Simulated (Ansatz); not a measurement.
# PN (phosphorus nitride): wB97X/STO-3G

Aim: the vertical singlet–triplet gap of PN (phosphorus nitride) at wB97X/STO-3G, from 2 runs. 

Program for the calculation: Ansatz 0.2.0.

46 further runs of the same task are left out: 12 that didn't finish, 34 set aside as unsound or not needed.

### 1 The structure to begin with

The species is PN (2 atoms), meant as a singlet with charge 0. SMILES: `N#P`. Geometry: the measured bond length.

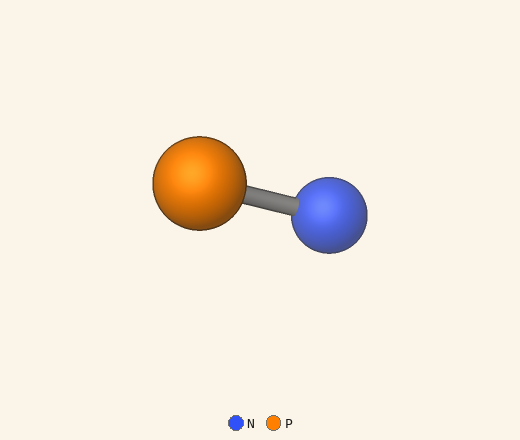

The structure, seen from a chosen angle (nitrogen blue, phosphorus orange).

### 2 A single-point energy at wB97X/STO-3G

in.yaml reads:

```yaml
crystal:
  periodic: [false, false, false]
  atoms:
    - {symbol: N, position_ang: [0.000000, 0.000000, 0.000000]}
    - {symbol: P, position_ang: [0.000000, 0.000000, 1.490866]}
basis:
  gaussian:
    orbitals: STO-3G
hamiltonian:
  xc: {name: wB97X}
accuracy: high
```

The run is started by

```sh
$ ansatz run in.yaml --threads 1 --pin off --max-ram 2610MiB --events-out events.jsonl --progress --plain --runs-dir runs
```

The log of the run:

```text
Warning: RAYON_NUM_THREADS=1 ignored (pool sized by the plan → 1); use --threads N
Functional definition: wB97X
  name "wB97X"
  parameter omega = 0.3/bohr
  parameter cx = 0.157706
  parameter cx1 = 0.726479
  parameter cx2 = 1.04760
  parameter cx3 = -5.70635
  parameter cx4 = 13.2794
  parameter css1 = -4.33879
  parameter css2 = 18.2308
  parameter css3 = -31.7430
  parameter css4 = 17.2901
  parameter cos1 = 2.37031
  parameter cos2 = -11.3995
  parameter cos3 = 6.58405
  parameter cos4 = -3.78132
  exchange = spin_sum(e_x_unif_sr(omega)*poly(b97_u_x, 1 - cx, cx1, cx2, cx3, cx4)) + cx*exact_x_sr(omega)
      + exact_x_lr(omega)
  correlation = spin_sum(e_c_pw_same_spin*poly(b97_u_same, 1, css1, css2, css3, css4))
      + integral(e_c_pw_opposite_spin*poly(b97_u_opposite, 1, cos1, cos2, cos3, cos4))
224 factors; integrals over basis functions are off by at most 8.7e-9 eV
94 factors; integrals over basis functions are off by at most 1.1e-9 eV
mean field evaluation 1: about -10646.9430 eV, gradient 4.0e1 eV
mean field evaluation 2: about -10635.9627 eV, gradient 7.3e1 eV
mean field evaluation 4: about -10651.9702 eV, gradient 7.4e-1 eV
mean field evaluation 8: about -10651.9484 eV, gradient 1.8e-3 eV
mean field evaluation 16: about -10651.9484 eV, gradient 5.6e-8 eV
mean field -10651.94842399 eV, -391.4518844316 hartree, gradient 5.6e-8 eV, S^2 0.000000; 0 other end points of the search recorded, 0 dependent functions left out
reference -10651.94842304 eV, -391.4518843967 hartree; 11, 11 occupied and 3, 3 virtual orbitals, 224 factors
Total energy: -10651.94842304 eV, -391.4518843967 hartree
```

Run time: 1.3 s. Hardware: 1 thread of Intel Xeon 6975P-C (Granite Rapids), shared host; peak memory 0.18 GiB.

### 3 The triplet, same level

molecule.yaml reads:

```yaml
crystal:
  periodic: [false, false, false]
  atoms:
    - {symbol: N, position_ang: [0.000000, 0.000000, 0.000000]}
    - {symbol: P, position_ang: [0.000000, 0.000000, 1.490866]}
basis:
  gaussian: {orbitals: STO-3G}
magnetization: {spin_polarized: true, initial_magnetization: 2}
hamiltonian: {xc: {name: wB97X}}
accuracy: high
```

The run is started by

```sh
$ ansatz run molecule.yaml --threads 1 --pin off --max-ram 2610MiB --events-out events.jsonl --progress --plain --runs-dir runs
```

The log of the run, shortened:

```text
Warning: RAYON_NUM_THREADS=1 ignored (pool sized by the plan → 1); use --threads N
[... 2 set-up lines as earlier in the session ...]
[...]
      + exact_x_lr(omega)
[...]
      + integral(e_c_pw_opposite_spin*poly(b97_u_opposite, 1, cos1, cos2, cos3, cos4))
224 factors; integrals over basis functions are off by at most 8.7e-9 eV
94 factors; integrals over basis functions are off by at most 1.1e-9 eV
[...]
mean field -10647.49260332 eV, -391.2881360423 hartree, gradient 8.2e-9 eV, S^2 2.005897; 2 other end points of the search recorded, 0 dependent functions left out
reference -10647.49260252 eV, -391.2881360128 hartree; 12, 10 occupied and 2, 4 virtual orbitals, 224 factors
Total energy: -10647.49260252 eV, -391.2881360128 hartree
```

It took 6.3 s on 1 thread of Intel Xeon 6975P-C (Granite Rapids), shared host; peak memory 0.27 GiB.

### 4 Results

Level: wB97X/STO-3G.

| quantity | value |
| --- | --- |
| singlet: total energy | -391.45188 Eh |
| triplet: total energy | -391.28814 Eh |
| triplet: ⟨S²⟩ | 2.006 |
| vertical energy of the triplet above the singlet | 4.456 eV |

In words: At this shape the triplet lies 4.46 eV (430 kJ/mol) above the singlet. In a minimal basis such a difference can be off by several eV, whatever the method.
